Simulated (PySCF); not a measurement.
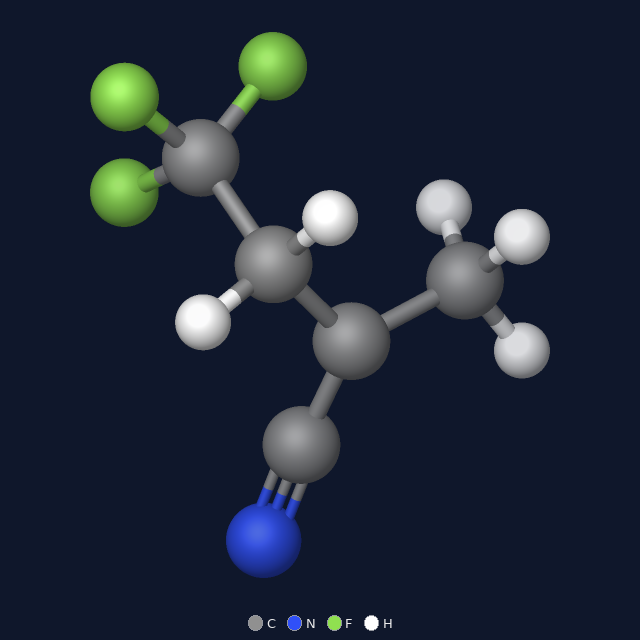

Ball-and-stick drawing of a structure. Double and triple bonds are drawn as two and three sticks.

The species has charge −1 and is a spin singlet. Computed geometry: GFN2-xTB optimisation. No frequency run is at hand to confirm it as a minimum.

> Count the atoms of each element.

C5H5F3N(-), 14 atoms: 5 carbon, 5 hydrogen, 3 fluorine and 1 nitrogen.

> Describe its rings.

It has no ring.

> Count the bonded pairs by element.

5 C–H, 4 C–C, 3 C–F, 1 C–N.

> Give the symmetry (Schoenflies symbol).

C1.

> Name some functional groups or characteristic bonds that it holds.

Among them: nitrile, C–F bond.

More results for the same structure follow; atom numbers are the same in all pictures, views and colours differ.

**Shape**

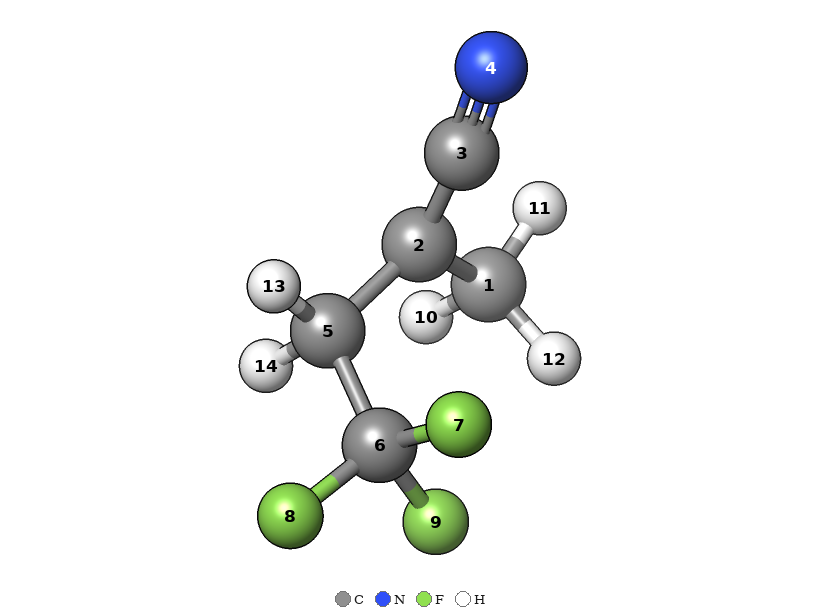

No frequency run is at hand to confirm it as a minimum.

> How are the neighbours of atom 1 arranged?

C1 has 4 neighbours (C2 at 1.51, H10 at 1.10, H11 at 1.09, H12 at 1.10 Å); the arrangement is tetrahedral.

> How are the neighbours of atom 5 arranged?

C5 has 4 neighbours (C2 at 1.49, C6 at 1.53, H13 at 1.09, H14 at 1.10 Å); the arrangement is tetrahedral.

> How are the neighbours of atom 3 arranged?

C3 has 2 neighbours (C2 at 1.36, N4 at 1.17 Å); the arrangement is linear.

> What is the geometry at C6?

C6 has 4 neighbours (C5 at 1.53, F7 at 1.34, F8 at 1.38, F9 at 1.35 Å); the arrangement is tetrahedral.

> What is the dihedral angle C2–C5–C6–F7?

56° in size, that is gauche.

**Charges**

The questions are on ESP-fitted charges. No frequency run is at hand to confirm it as a minimum. Method: PBE0/pcSseg-1, gas phase (PySCF 2.14.0).

Give the ESP-fitted charges atom by atom.

| atom | value (e) |
| --- | --- |
| C1 | −0.39 |
| C2 | −0.49 |
| C3 | 0.54 |
| N4 | −0.78 |
| C5 | −0.47 |
| C6 | 0.88 |
| F7 | −0.26 |
| F8 | −0.35 |
| F9 | −0.26 |
| H10 | 0.10 |
| H11 | 0.11 |
| H12 | 0.08 |
| H13 | 0.15 |
| H14 | 0.15 |

**NMR shielding**

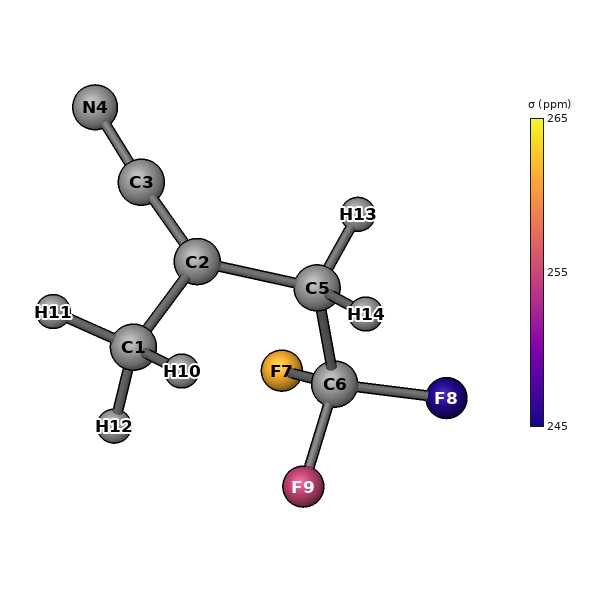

Atoms are coloured by their isotropic NMR shieldings (F only, the others grey). No frequency run is at hand to confirm it as a minimum. Method: GIAO PBE0/pcSseg-1 NMR shielding, non-relativistic, gas phase (PySCF 2.14.0).

Give the isotropic NMR shieldings of the F atoms atom by atom.

| atom | σ (ppm) |
| --- | --- |
| F7 | 261.6 |
| F8 | 245.7 |
| F9 | 254.9 |

**Quadrupole coupling**

No frequency run is at hand to confirm it as a minimum. Electric field gradients from the ground-state density, PBE0/pcSseg-1 (PySCF 2.14.0), non-relativistic apart from any core potentials.

Give the largest field-gradient component, the quadrupole coupling constant and the asymmetry for 14N at N4 (Q = 20.44 mb).

| atom | V_zz (a.u.) | e²qQ/h (MHz) | η |
| --- | --- | --- | --- |
| N4 | 0.834 | 4.01 | 0.46 |
